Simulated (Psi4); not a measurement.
# PH (SMILES [PH]): U-wB97M-V/cc-pVTZ

What is the vertical ionisation energy of PH at U-wB97M-V/cc-pVTZ? Input form: a Python script.

The calculation is run with Psi4 1.11.

2 further runs of the same task are left out: 1 that didn't finish, 1 set aside as unsound or not needed.

### 1 The structure to begin with

The species is PH (2 atoms), meant as a triplet with charge 0. As SMILES, `[PH]`. The coordinates come from a PBE0-D4/def2-TZVP relaxation.

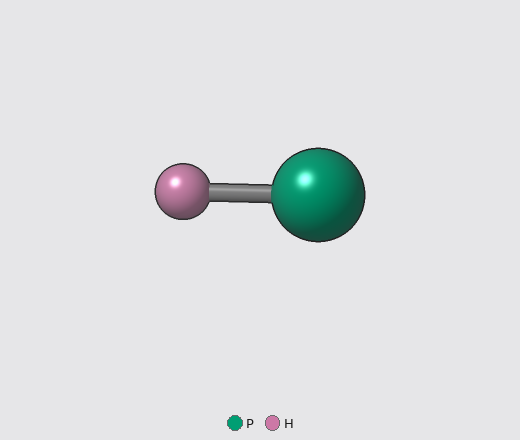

Viewed from a chosen angle; phosphorus teal, hydrogen pink.

### 2 The energy at U-wB97M-V/cc-pVTZ

hp.py

```python
import psi4

psi4.set_memory(2200000000)
psi4.set_num_threads(1)
psi4.core.set_output_file('hp.out', False)

mol = psi4.geometry("""
0 3
P      0.00000000     0.00000000    -0.02760890
H      0.00000000     0.00000000     2.67146803
units au
symmetry c1
""")

options = {'reference': 'uks', 'puream': True, 'e_convergence': 1e-09, 'd_convergence': 1e-08, 'scf_type': 'pk', 'dft_radial_points': 99, 'dft_spherical_points': 590, 'maxiter': 100}
psi4.set_options(options)

E = psi4.energy("wb97m-v/cc-pVTZ", molecule=mol)
print(f'wb97m-v/cc-pVTZ energy: {E:.10f} Eh')
for k, v in sorted(psi4.core.scalar_variables().items()):
    print(f'{k:45s} {v:18.10f}')
```

On the command line:

```bash
$ python hp.py
```

hp.out:

```text
[...]
  Running in c1 symmetry.
[...]
  Nuclear repulsion =    5.557455526100918
[...]
  Multiplicity = 3
[...]
  Nalpha       = 9
  Nbeta        = 7
[...]
    Number of basis functions: 48
[...]
   @UKS iter   1:  -341.85017283530317   -4.93094e-01   3.77716e-03 DIIS/ADIIS
[...]
   @UKS iter  10:  -341.86098901235010   -2.33058e-12   5.45865e-09 DIIS
[...]
   @S^2 Observed:                2.003774046E+00
[...]
    Orbital Energies [Eh]
    ---------------------
    Alpha Occupied:
       1A    -77.414735     2A     -6.746979     3A     -4.863780
       4A     -4.863780     5A     -4.854889     6A     -0.731024
       7A     -0.441076     8A     -0.338138     9A     -0.338138
    Alpha Virtual:
      10A      0.103023    11A      0.241166    12A      0.336161
      13A      0.336161    14A      0.340680    15A      0.346147
      16A      0.346147    17A      0.348281    18A      0.348281
      19A      0.445384    20A      0.636340    21A      0.887074
      22A      0.887074    23A      1.127872    24A      1.283591
      25A      1.283592    26A      1.292645    27A      1.292645
[...]
  @UKS Final Energy:  -341.86098901235010
   => Energetics <=
    Nuclear Repulsion Energy =              5.5574555261009175
    One-Electron Energy =                -483.2304364744285294
    Two-Electron Energy =                 153.7290391436975199
    DFT Exchange-Correlation Energy =     -17.9851996923217428
    Empirical Dispersion Energy =           0.0000000000000000
    VV10 Nonlocal Energy =                  0.0681524846017482
    Total Energy =                       -341.8609890123501032
[...]
 Multipole Moments:
 ------------------------------------------------------------------------------------
     Multipole            Electronic (a.u.)      Nuclear  (a.u.)        Total (a.u.)
 ------------------------------------------------------------------------------------
 L = 1.  Multiply by 2.5417464519 to convert [e a0] to [Debye]
 Dipole X            :         -0.0000000            0.0000000           -0.0000000
 Dipole Y            :         -0.0000000            0.0000000           -0.0000000
 Dipole Z            :         -1.1711750            1.3381952            0.1670203
 Magnitude           :                                                    0.1670203
[...]
```

Standard output:

```text
wb97m-v/cc-pVTZ energy: -341.8609890124 Eh
CURRENT ENERGY                                   -341.8609890124
CURRENT REFERENCE ENERGY                         -341.8609890124
DD SOLVATION ENERGY                                 0.0000000000
DFT FUNCTIONAL TOTAL ENERGY                      -341.8609890124
DFT TOTAL ENERGY                                 -341.8609890124
DFT VV10 ENERGY                                     0.0681524846
DFT XC ENERGY                                     -17.9851996923
GRID ELECTRONS ALPHA                                9.0000000001
GRID ELECTRONS BETA                                 7.0000000001
GRID ELECTRONS TOTAL                               16.0000000002
NUCLEAR REPULSION ENERGY                            5.5574555261
ONE-ELECTRON ENERGY                              -483.2304364744
PCM POLARIZATION ENERGY                             0.0000000000
PE ENERGY                                           0.0000000000
SCF ITERATION ENERGY                             -341.8609890124
SCF ITERATIONS                                     10.0000000000
SCF TOTAL ENERGY                                 -341.8609890124
TWO-ELECTRON ENERGY                               153.7290391437
XC GRID RADIAL POINTS                              99.0000000000
XC GRID SPHERICAL POINTS                          590.0000000000
XC GRID TOTAL POINTS                           110470.0000000000
```

It took 37 s on 1 thread of Intel Xeon at 2.50GHz (Skylake/Cascade Lake), shared host; peak memory 0.8 GiB.

### 3 The doublet cation, same level

run.py

```python
import psi4

psi4.set_memory(2200000000)
psi4.set_num_threads(1)
psi4.set_output_file('run.log', False)

mol = psi4.geometry("""
1 2
P      0.00000000     0.00000000    -0.02760890
H      0.00000000     0.00000000     2.67146803
units bohr
symmetry c1
""")

psi4.set_options({
    'basis': 'cc-pVTZ',
    'reference': 'uks',
    'puream': True,
    'e_convergence': 1e-09,
    'd_convergence': 1e-08,
    'scf_type': 'pk',
    'dft_radial_points': 99,
    'dft_spherical_points': 590,
    'maxiter': 100,
})

e_tot = psi4.energy("wb97m-v")
print('E =', round(e_tot, 9))
for k, v in sorted(psi4.core.scalar_variables().items()):
    print(f'{k:45s} {v:18.10f}')
```

On the command line:

```bash
$ python run.py
```

run.log:

```text
[...]
  Running in c1 symmetry.
[...]
  Nuclear repulsion =    5.557455526100918
[...]
  Multiplicity = 2
[...]
  Nalpha       = 8
  Nbeta        = 7
[...]
    Number of basis functions: 48
[...]
   @UKS iter   1:  -341.47539073112347   -1.18312e-01   3.34406e-03 DIIS/ADIIS
[...]
   @UKS iter  10:  -341.49407060379963   -4.32010e-12   2.84343e-09 DIIS
[...]
   @S^2 Observed:                7.522001140E-01
[...]
    Orbital Energies [Eh]
    ---------------------
    Alpha Occupied:
       1A    -77.811917     2A     -7.135440     3A     -5.254036
       4A     -5.250867     5A     -5.240091     6A     -1.049540
       7A     -0.751304     8A     -0.652827
    Alpha Virtual:
       9A     -0.393529    10A     -0.157094    11A     -0.006843
      12A      0.047018    13A      0.049797    14A      0.060819
      15A      0.064532    16A      0.081904    17A      0.085587
      18A      0.090388    19A      0.200810    20A      0.354640
      21A      0.610414    22A      0.613869    23A      0.853067
      24A      0.973515    25A      0.973947    26A      0.976616
[...]
  @UKS Final Energy:  -341.49407060379963
   => Energetics <=
    Nuclear Repulsion Energy =              5.5574555261009175
    One-Electron Energy =                -477.3747402453167865
    Two-Electron Energy =                 148.1068329346783798
    DFT Exchange-Correlation Energy =     -17.8487614612290280
    Empirical Dispersion Energy =           0.0000000000000000
    VV10 Nonlocal Energy =                  0.0651426419668460
    Total Energy =                       -341.4940706037996279
[...]
 Multipole Moments:
 ------------------------------------------------------------------------------------
     Multipole            Electronic (a.u.)      Nuclear  (a.u.)        Total (a.u.)
 ------------------------------------------------------------------------------------
 L = 1.  Multiply by 2.5417464519 to convert [e a0] to [Debye]
 Dipole X            :         -0.0000000            0.0000000           -0.0000000
 Dipole Y            :          0.0000000            0.0000000            0.0000000
 Dipole Z            :         -1.0027545            1.3381952            0.3354407
 Magnitude           :                                                    0.3354407
[...]
```

The script printed:

```text
E = -341.494070604
CURRENT ENERGY                                   -341.4940706038
CURRENT REFERENCE ENERGY                         -341.4940706038
DD SOLVATION ENERGY                                 0.0000000000
DFT FUNCTIONAL TOTAL ENERGY                      -341.4940706038
DFT TOTAL ENERGY                                 -341.4940706038
DFT VV10 ENERGY                                     0.0651426420
DFT XC ENERGY                                     -17.8487614612
GRID ELECTRONS ALPHA                                8.0000000001
GRID ELECTRONS BETA                                 7.0000000001
GRID ELECTRONS TOTAL                               15.0000000002
NUCLEAR REPULSION ENERGY                            5.5574555261
ONE-ELECTRON ENERGY                              -477.3747402453
PCM POLARIZATION ENERGY                             0.0000000000
PE ENERGY                                           0.0000000000
SCF ITERATION ENERGY                             -341.4940706038
SCF ITERATIONS                                     10.0000000000
SCF TOTAL ENERGY                                 -341.4940706038
TWO-ELECTRON ENERGY                               148.1068329347
XC GRID RADIAL POINTS                              99.0000000000
XC GRID SPHERICAL POINTS                          590.0000000000
XC GRID TOTAL POINTS                           110470.0000000000
```

Wall time 36 s (1 thread of Intel Xeon at 2.50GHz (Skylake/Cascade Lake), shared host); peak memory 0.8 GiB.

### 4 Outcome

At U-wB97M-V/cc-pVTZ:

| quantity | value |
| --- | --- |
| triplet PH: total energy | -341.86099 Eh |
| triplet PH: dipole moment | 0.42 D |
| triplet PH: HOMO energy (highest over α and β) | -9.20 eV |
| triplet PH: LUMO energy (lowest over α and β) | -0.95 eV |
| triplet PH: ⟨S²⟩ | 2.004 |
| doublet cation: total energy | -341.49407 Eh |
| doublet cation: HOMO energy (highest over α and β) | -17.76 eV |
| doublet cation: LUMO energy (lowest over α and β) | -10.71 eV |
| doublet cation: ⟨S²⟩ | 0.752 |
| vertical ionisation energy (to the doublet cation) | 9.984 eV |

**Reading.** Removing an electron at fixed nuclei costs 9.98 eV (230 kcal/mol).
